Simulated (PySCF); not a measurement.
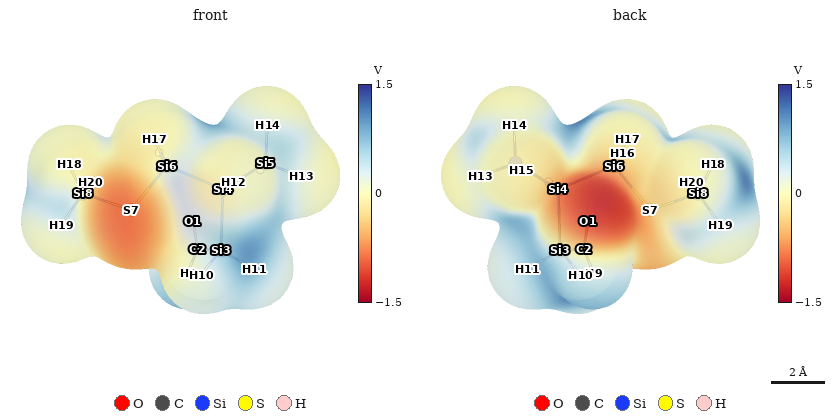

CH12OSSi5. The molecular electrostatic potential painted on the density surface at 0.001 e/bohr³, seen from the front and from behind; red is negative and blue positive.

Geometry: GFN2-xTB.

Method: PBE0/pcSseg-1, SCF density, gas phase, non-relativistic (PySCF).

Input file:

```
{"job": {"kind": "nmr", "xc": "PBE0", "basis": "pcSseg-1"}, "charge": 0, "multiplicity": 1}
O     -0.618926    -0.985329    -1.417654
C     -0.220391    -0.159943    -2.208338
Si    -0.300872     1.699222    -1.747597
Si    -0.968996     1.315491     0.457061
Si    -3.215542     0.696960     0.610506
Si     0.455511    -0.235245     1.447863
S      2.266834    -0.170724     0.239561
Si     3.306895    -1.959986     0.740528
H      0.181415    -0.501674    -3.180718
H      0.977455     2.285742    -2.150735
H     -1.292658     2.256658    -2.682222
H     -0.818314     2.595020     1.198573
H     -4.095231     1.743395     0.080819
H     -3.641801     0.479638     1.996639
H     -3.534192    -0.523726    -0.126067
H      0.019775    -1.627941     1.441062
H      0.933367     0.025144     2.808947
H      3.749455    -1.864542     2.126239
H      4.413450    -1.973298    -0.199424
H      2.397616    -3.084184     0.561922
```

Launched as:

```sh
OMP_NUM_THREADS=1 python probes_run.py task.json out
```

### Which sites attract a positive test charge, and which a negative one?

A positive charge is drawn to the negative regions and a negative charge to the positive ones. The most negative region (about −1.2 V, or −28 kcal/mol for a unit charge) lies over O1, the most positive (about +1.0 V, or +23 kcal/mol for a unit charge) over Si3, Si6 and Si8. O1 is the likeliest acceptor of a hydrogen bond.
